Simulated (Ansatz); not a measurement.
Base system: BaZrO3 in the cubic perovskite structure (space group Pm-3m, No. 221; a = 4.1806 Å).

Structures relaxed with PBEsol (Ansatz, a first-principles code), no spin-orbit coupling.

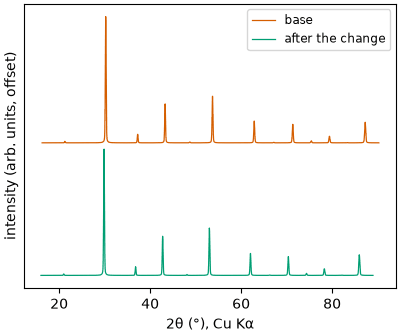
Simulated powder patterns before (top) and after one change

Task: What was done to the base?
A) isotropic strain +1.80 %
B) isotropic strain +1.20 %
C) isotropic strain +0.60 %
D) isotropic strain +3.00 %

Result: B, isotropic strain +1.20 %. Its volume per atom is 15.15 Å³ against 14.61 Å³, and its space group is Pm-3m (No. 221).

No phonon test of stability was made.
